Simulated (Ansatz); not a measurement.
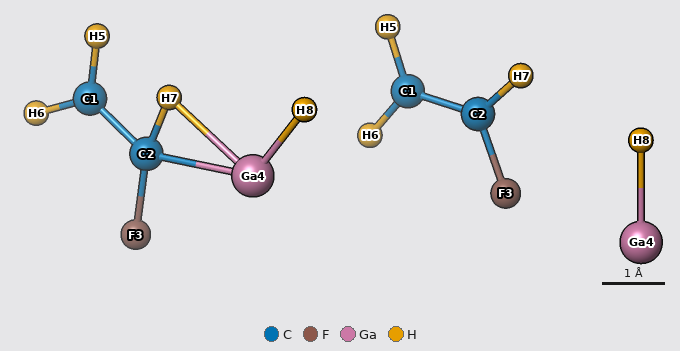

Two geometries of C2H4FGa, drawn at one scale. One is the start of a relaxation, the other its converged end. The picture is a ball-and-stick view, seen at a tilt.

Level of theory: RKS PBE/def2-SVP (Ansatz 0.2.0). Set-up: no spin polarisation; force threshold 0.02 eV/Å; at most 50 steps.

Which geometry has the lower energy?

Answer. The right one is the relaxed one. The run prepares an end point of a later path (hydrogen shift) calculation, from a guessed geometry. Over 14 accepted moves (15 points after the start) the energy falls by 350.9 kJ/mol. Largest force component: 4.2 eV/Å at the start, 0.0095 eV/Å at the end. The line search rejected the trial step at point 14 of the run. Ga4 moves most after the best rigid fit: 1.35 Å. Largest moves by element: Ga 1.35 Å, F 0.95 Å, H 0.93 Å, C 0.67 Å. Near-neighbour distances that change, for instance: C2–Ga4 2.003 → 3.530 Å, Ga4–H7 1.923 → 3.371 Å, Ga4–H8 1.580 → 1.717 Å, F3–Ga4 2.550 → 2.594 Å. Bonds break, among them: C2–Ga4 (2.00 → 3.53 Å). Bond angles that change, for instance: F3–C2–H7 165.3° → 110.8°, C1–C2–H7 76.4° → 128.0°, C1–C2–F3 118.3° → 121.2°. Cost: 26 s on 2 threads of Intel(R) Xeon(R) Platinum 8175M CPU @ 2.50GHz (Skylake/Cascade Lake), with other jobs on the host, peak memory 0.14 GiB.
